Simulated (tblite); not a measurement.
## ZnPH3O: geometry relaxation (part 1 of 2)

System: ZnPH3O.
Method: GFN2-xTB geometry optimisation, gas phase (tblite 0.8.0).

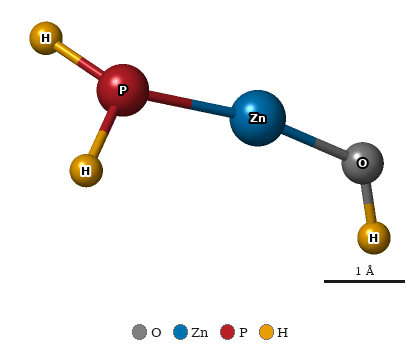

Fig. 1: The input geometry (ball-and-stick view, seen at a tilt). Sticks mark near contacts. Bond lengths as drawn: H–O 0.98 Å, H–P 1.37 to 1.39 Å, O–Zn 1.63 Å and P–Zn 1.95 Å.

## Summary

```csv
quantity,value
outcome,converged
total energy,−235.4863 eV
hardware,"1 CPU thread, shared host"
peak memory,0.17 GiB
```

## Input file
```
{"job": {"kind": "relax", "xc": "GFN2-xTB", "basis": "xTB"}, "charge": 0, "multiplicity": 1}
O      0.639844     1.133170    -1.521013
Zn     0.035201     1.147771    -0.005898
P     -0.402431     0.981917     1.889610
H      1.499698     0.735584    -1.778584
H     -1.378238     0.072298     2.222301
H      0.673620     1.062549     2.772032
```

The first line tells a small driver script what to run in tblite; the rest is the geometry in Å.

Launch command:
```bash
OMP_NUM_THREADS=1 python <driver script> task.json out
```

## Output
```
step      E/eV     max force
  0    -233.60511    6.831
  1    -234.17944    2.454
  2    -234.38460    2.488
  3    -234.88198    1.889
  4    -235.13574    1.001
  5    -235.17846    0.942
  6    -235.22966    0.670
  7    -235.27302    0.543
  8    -235.28346    0.543
  9    -235.31066    0.544
 10    -235.32033    0.354
 11    -235.32716    0.264
 12    -235.33216    0.268
 13    -235.34114    0.426
 14    -235.35335    0.565
 15    -235.36814    0.588
 16    -235.38173    0.400
 17    -235.38930    0.408
 18    -235.38888    0.725
 19    -235.39952    0.371
 20    -235.41035    0.413
 21    -235.42741    0.857
 22    -235.44489    0.525
 23    -235.46226    0.502
 24    -235.46842    0.495
 25    -235.47258    0.183
 26    -235.47389    0.207
 27    -235.47655    0.296
 28    -235.47785    0.252
 29    -235.48008    0.175
 30    -235.48183    0.153
 31    -235.48301    0.076
 32    -235.48329    0.069
 33    -235.48340    0.087
 34    -235.48356    0.057
 35    -235.48384    0.074
 36    -235.48440    0.088
 37    -235.48503    0.101
 38    -235.48549    0.073
 39    -235.48562    0.029
 40    -235.48567    0.025
 41    -235.48582    0.029
 42    -235.48601    0.037
 43    -235.48618    0.039
 44    -235.48625    0.020
 45    -235.48627    0.008
 46    -235.48627    0.006
```

## Trajectory as extended XYZ (Å, eV, eV/Å), 47 frames, from step=0 to step=46
```
6
Properties=species:S:1:pos:R:3:forces:R:3 step=0 energy=-233.60511
O     0.6398    1.1332   -1.5210    1.4900  -0.3680  -1.4150
Zn    0.0352    1.1478   -0.0059    1.3720  -0.0760  -4.7760
P    -0.4024    0.9819    1.8896   -1.8680   0.5620   6.5470
H     1.4997    0.7356   -1.7786   -1.1190   0.5350   0.1510
H    -1.3782    0.0723    2.2223    0.8980   0.0240   0.0670
H     0.6736    1.0625    2.7720   -0.7720  -0.6760  -0.5730
6
Properties=species:S:1:pos:R:3:forces:R:3 step=1 energy=-234.17944
O     0.6611    1.1279   -1.5412    0.1520   0.3840  -1.7040
Zn    0.0548    1.1467   -0.0741   -0.1090  -0.4060   0.5790
P    -0.4291    0.9899    1.9831   -1.0760   1.9660   0.9990
H     1.4837    0.7432   -1.7764    0.6360  -0.2670  -0.4290
H    -1.3654    0.0726    2.2233    0.3330  -0.8210   0.3860
H     0.6626    1.0529    2.7639    0.0640  -0.8560   0.1690
6
Properties=species:S:1:pos:R:3:forces:R:3 step=2 energy=-234.38460
O     0.6673    1.1332   -1.5723   -0.1430   0.4450  -1.1840
Zn    0.0565    1.1399   -0.0768    0.0000  -0.4780   0.5110
P    -0.4512    1.0231    2.0156   -1.2490   2.0740   0.5700
H     1.4912    0.7403   -1.7830    0.7210  -0.3160  -0.4300
H    -1.3578    0.0594    2.2296    0.4700  -0.7970   0.3290
H     0.6617    1.0374    2.7651    0.2020  -0.9290   0.2040
6
Properties=species:S:1:pos:R:3:forces:R:3 step=3 energy=-234.88198
O     0.6763    1.1510   -1.6488    0.1910   0.1240  -0.5000
Zn    0.0646    1.1175   -0.0858    0.0600  -0.4540   0.5010
P    -0.5224    1.1258    2.0985   -1.0590   1.5490   0.2150
H     1.5165    0.7297   -1.8027    0.0800  -0.0130  -0.2760
H    -1.3308    0.0206    2.2470    0.8200  -0.3280   0.1500
H     0.6635    0.9887    2.7702   -0.0920  -0.8780  -0.0900
6
Properties=species:S:1:pos:R:3:forces:R:3 step=4 energy=-235.13574
O     0.6911    1.1652   -1.7196    0.1480  -0.0160   0.0960
Zn    0.0736    1.0929   -0.0914    0.0140  -0.2300   0.4040
P    -0.5964    1.2298    2.1774   -0.2810   0.1250   0.1080
H     1.5336    0.7231   -1.8218   -0.0590   0.0640  -0.2830
H    -1.2950   -0.0138    2.2629    0.8850   0.4640   0.0510
H     0.6608    0.9361    2.7709   -0.7070  -0.4070  -0.3760
6
Properties=species:S:1:pos:R:3:forces:R:3 step=5 energy=-235.17846
O     0.6974    1.1694   -1.7399    0.0940  -0.0460   0.2900
Zn    0.0763    1.0824   -0.0875    0.0040  -0.1350   0.3270
P    -0.6218    1.2608    2.2045    0.0100  -0.2610  -0.0130
H     1.5387    0.7218   -1.8324   -0.0660   0.0690  -0.2860
H    -1.2708   -0.0160    2.2687    0.7400   0.5810   0.0490
H     0.6478    0.9147    2.7650   -0.7820  -0.2080  -0.3680
6
Properties=species:S:1:pos:R:3:forces:R:3 step=6 energy=-235.22966
O     0.7040    1.1719   -1.7488   -0.0290  -0.0260   0.4510
Zn    0.0782    1.0712   -0.0755    0.0220  -0.0660   0.2080
P    -0.6406    1.2786    2.2235    0.1690  -0.2540  -0.1790
H     1.5417    0.7221   -1.8474   -0.0070   0.0340  -0.2800
H    -1.2353   -0.0042    2.2744    0.4580   0.3960   0.0560
H     0.6197    0.8937    2.7522   -0.6130  -0.0840  -0.2560
6
Properties=species:S:1:pos:R:3:forces:R:3 step=7 energy=-235.27302
O     0.7092    1.1727   -1.7413   -0.0810  -0.0210   0.5360
Zn    0.0795    1.0593   -0.0550    0.0720  -0.0340   0.0580
P    -0.6506    1.2846    2.2310    0.0960   0.2910  -0.3960
H     1.5432    0.7239   -1.8689   -0.0170   0.0290  -0.2420
H    -1.1887    0.0201    2.2806    0.0040  -0.1940   0.0570
H     0.5751    0.8727    2.7320   -0.0730  -0.0710  -0.0130
6
Properties=species:S:1:pos:R:3:forces:R:3 step=8 energy=-235.28346
O     0.7094    1.1714   -1.7296   -0.0750  -0.0080   0.4900
Zn    0.0801    1.0579   -0.0499    0.0910  -0.0550   0.0420
P    -0.6472    1.2850    2.2236   -0.0410   0.3680  -0.3970
H     1.5416    0.7253   -1.8753   -0.0240   0.0270  -0.2250
H    -1.1822    0.0231    2.2818   -0.0450  -0.2370   0.0440
H     0.5658    0.8705    2.7279    0.0950  -0.0950   0.0470
6
Properties=species:S:1:pos:R:3:forces:R:3 step=9 energy=-235.31066
O     0.7094    1.1663   -1.6807    0.0990  -0.0170   0.2120
Zn    0.0843    1.0540   -0.0345    0.1440  -0.1530   0.0260
P    -0.6356    1.2918    2.1894   -0.4200   0.2680  -0.2190
H     1.5341    0.7313   -1.8997   -0.1670   0.0810  -0.1350
H    -1.1684    0.0259    2.2859   -0.0840  -0.0820  -0.0290
H     0.5440    0.8641    2.7181    0.4290  -0.0970   0.1460
6
Properties=species:S:1:pos:R:3:forces:R:3 step=10 energy=-235.32033
O     0.7118    1.1636   -1.6583    0.0750   0.0380   0.1000
Zn    0.0882    1.0503   -0.0285    0.1520  -0.1960   0.0350
P    -0.6363    1.2979    2.1733   -0.3460   0.0720  -0.0160
H     1.5279    0.7353   -1.9119   -0.1170   0.0460  -0.1270
H    -1.1652    0.0254    2.2873   -0.0810   0.0420  -0.0700
H     0.5413    0.8607    2.7165    0.3160  -0.0020   0.0780
6
Properties=species:S:1:pos:R:3:forces:R:3 step=11 energy=-235.32716
O     0.7152    1.1629   -1.6420    0.0450   0.0840   0.0280
Zn    0.0939    1.0434   -0.0233    0.1400  -0.2140   0.0660
P    -0.6430    1.3041    2.1644   -0.1170  -0.0960   0.1510
H     1.5220    0.7387   -1.9239   -0.0630   0.0120  -0.1310
H    -1.1637    0.0261    2.2873   -0.0970   0.0940  -0.0890
H     0.5432    0.8581    2.7159    0.0920   0.1200  -0.0250
6
Properties=species:S:1:pos:R:3:forces:R:3 step=12 energy=-235.33216
O     0.7183    1.1643   -1.6308    0.0500   0.0990  -0.0210
Zn    0.1005    1.0344   -0.0182    0.1190  -0.2140   0.0990
P    -0.6498    1.3071    2.1617    0.0700  -0.1470   0.2130
H     1.5171    0.7411   -1.9349   -0.0530   0.0030  -0.1260
H    -1.1643    0.0280    2.2857   -0.1180   0.0700  -0.0820
H     0.5459    0.8584    2.7150   -0.0680   0.1890  -0.0820
6
Properties=species:S:1:pos:R:3:forces:R:3 step=13 energy=-235.34114
O     0.7251    1.1690   -1.6102    0.1030   0.1000  -0.1110
Zn    0.1155    1.0127   -0.0063    0.0780  -0.2050   0.1490
P    -0.6612    1.3104    2.1599    0.3230  -0.1510   0.2330
H     1.5065    0.7457   -1.9576   -0.0840   0.0150  -0.0970
H    -1.1686    0.0323    2.2809   -0.1460  -0.0080  -0.0470
H     0.5504    0.8632    2.7118   -0.2740   0.2500  -0.1270
6
Properties=species:S:1:pos:R:3:forces:R:3 step=14 energy=-235.35335
O     0.7372    1.1782   -1.5816    0.2020   0.0740  -0.2220
Zn    0.1396    0.9759    0.0141    0.0300  -0.1820   0.1740
P    -0.6737    1.3133    2.1602    0.5290  -0.1020   0.1700
H     1.4885    0.7530   -1.9925   -0.1690   0.0550  -0.0240
H    -1.1785    0.0379    2.2725   -0.1530  -0.1030   0.0180
H     0.5545    0.8749    2.7059   -0.4390   0.2580  -0.1150
6
Properties=species:S:1:pos:R:3:forces:R:3 step=15 energy=-235.36814
O     0.7554    1.1916   -1.5507    0.2540   0.0450  -0.2710
Zn    0.1711    0.9258    0.0415   -0.0030  -0.1370   0.1120
P    -0.6828    1.3149    2.1625    0.5870  -0.0250   0.0150
H     1.4625    0.7631   -2.0345   -0.2310   0.0900   0.0640
H    -1.1953    0.0431    2.2613   -0.1090  -0.1550   0.1060
H     0.5567    0.8948    2.6984   -0.4970   0.1820  -0.0260
6
Properties=species:S:1:pos:R:3:forces:R:3 step=16 energy=-235.38173
O     0.7723    1.2030   -1.5319    0.1210   0.0930  -0.1310
Zn    0.1952    0.8856    0.0628    0.0110  -0.0960  -0.0280
P    -0.6804    1.3137    2.1630    0.3670   0.0370  -0.1530
H     1.4389    0.7718   -2.0629   -0.1300   0.0280   0.0250
H    -1.2115    0.0450    2.2538   -0.0180  -0.1030   0.1700
H     0.5532    0.9141    2.6937   -0.3500   0.0410   0.1180
6
Properties=species:S:1:pos:R:3:forces:R:3 step=17 energy=-235.38930
O     0.7858    1.2119   -1.5085    0.2860  -0.0260  -0.2890
Zn    0.2137    0.8542    0.0807    0.0460  -0.1040  -0.1630
P    -0.6719    1.3146    2.1518   -0.0130   0.0480  -0.2270
H     1.4185    0.7797   -2.0887   -0.3050   0.1470   0.2170
H    -1.2184    0.0470    2.2525    0.0460   0.0110   0.1830
H     0.5400    0.9260    2.6907   -0.0590  -0.0770   0.2800
6
Properties=species:S:1:pos:R:3:forces:R:3 step=18 energy=-235.38888
O     0.7922    1.2154   -1.5210   -0.4180   0.4090   0.4280
Zn    0.2145    0.8497    0.0767    0.1040  -0.1000  -0.2700
P    -0.6585    1.3114    2.1471   -0.4180   0.0530  -0.3070
H     1.4109    0.7817   -2.0804    0.3660  -0.3140  -0.4080
H    -1.2222    0.0444    2.2579    0.1230   0.1420   0.1630
H     0.5309    0.9307    2.6982    0.2430  -0.1910   0.3940
6
Properties=species:S:1:pos:R:3:forces:R:3 step=19 energy=-235.39952
O     0.7961    1.2192   -1.5066   -0.0070   0.1480   0.0150
Zn    0.2227    0.8375    0.0820    0.0820  -0.1110  -0.2430
P    -0.6643    1.3151    2.1403   -0.2370   0.0010  -0.2250
H     1.4047    0.7840   -2.0952   -0.0260  -0.0400  -0.0410
H    -1.2206    0.0474    2.2588    0.0820   0.1190   0.1590
H     0.5292    0.9301    2.6991    0.1050  -0.1160   0.3360
6
Properties=species:S:1:pos:R:3:forces:R:3 step=20 energy=-235.41035
O     0.8099    1.2308   -1.4875    0.2630  -0.0520  -0.3010
Zn    0.2418    0.8063    0.0889    0.0690  -0.1180  -0.2490
P    -0.6677    1.3186    2.1244   -0.1030  -0.0690  -0.1340
H     1.3849    0.7905   -2.1199   -0.2810   0.1630   0.2550
H    -1.2227    0.0527    2.2642    0.0540   0.1250   0.1460
H     0.5215    0.9344    2.7084   -0.0030  -0.0490   0.2830
6
Properties=species:S:1:pos:R:3:forces:R:3 step=21 energy=-235.42741
O     0.8342    1.2545   -1.4666    0.4740  -0.2860  -0.6540
Zn    0.2730    0.7541    0.0882    0.0500  -0.1270  -0.2150
P    -0.6703    1.3214    2.0914    0.1690  -0.1960   0.0900
H     1.3507    0.8004   -2.1530   -0.4690   0.3890   0.5820
H    -1.2254    0.0628    2.2812   -0.0060   0.1270   0.0930
H     0.5056    0.9401    2.7372   -0.2190   0.0930   0.1050
6
Properties=species:S:1:pos:R:3:forces:R:3 step=22 energy=-235.44489
O     0.8442    1.2715   -1.4736    0.2840  -0.1730  -0.4060
Zn    0.2851    0.7316    0.0698    0.0360  -0.1320  -0.1220
P    -0.6677    1.3184    2.0693    0.3630  -0.2510   0.2780
H     1.3367    0.8026   -2.1564   -0.2640   0.2620   0.3120
H    -1.2239    0.0699    2.3009   -0.0670   0.0940   0.0270
H     0.4932    0.9393    2.7685   -0.3520   0.2000  -0.0890
6
Properties=species:S:1:pos:R:3:forces:R:3 step=23 energy=-235.46226
O     0.8734    1.3068   -1.4709    0.1890  -0.3410  -0.2780
Zn    0.3240    0.6617    0.0612    0.0510  -0.0140  -0.1620
P    -0.6556    1.3098    2.0417    0.2990  -0.2460   0.2750
H     1.2960    0.8141   -2.1842   -0.2080   0.3250   0.3200
H    -1.2374    0.0822    2.3226   -0.0520   0.1050  -0.0130
H     0.4673    0.9586    2.8080   -0.2780   0.1720  -0.1420
6
Properties=species:S:1:pos:R:3:forces:R:3 step=24 energy=-235.46842
O     0.8719    1.3114   -1.4877   -0.2220   0.0950   0.4320
Zn    0.3246    0.6588    0.0457    0.0550  -0.0050  -0.1100
P    -0.6407    1.2963    2.0421    0.0520  -0.0410   0.0870
H     1.2959    0.8149   -2.1709    0.2000  -0.1300  -0.3820
H    -1.2447    0.0848    2.3290   -0.0180   0.0390   0.0020
H     0.4607    0.9671    2.8203   -0.0670   0.0420  -0.0290
6
Properties=species:S:1:pos:R:3:forces:R:3 step=25 energy=-235.47258
O     0.8803    1.3158   -1.4739   -0.0120  -0.1710   0.0650
Zn    0.3372    0.6394    0.0510    0.0560   0.0030  -0.1250
P    -0.6371    1.2939    2.0346   -0.0230  -0.0270   0.0570
H     1.2824    0.8210   -2.1850   -0.0100   0.1270  -0.0140
H    -1.2510    0.0878    2.3292    0.0100   0.0580   0.0050
H     0.4559    0.9755    2.8226   -0.0220   0.0090   0.0120
6
Properties=species:S:1:pos:R:3:forces:R:3 step=26 energy=-235.47389
O     0.8825    1.3145   -1.4685    0.0320  -0.2010  -0.0370
Zn    0.3420    0.6332    0.0502    0.0410  -0.0090  -0.0860
P    -0.6358    1.2923    2.0315   -0.0280   0.0020   0.0380
H     1.2780    0.8250   -2.1893   -0.0430   0.1700   0.0570
H    -1.2525    0.0901    2.3301    0.0050   0.0370   0.0080
H     0.4535    0.9781    2.8246   -0.0070   0.0010   0.0200
```
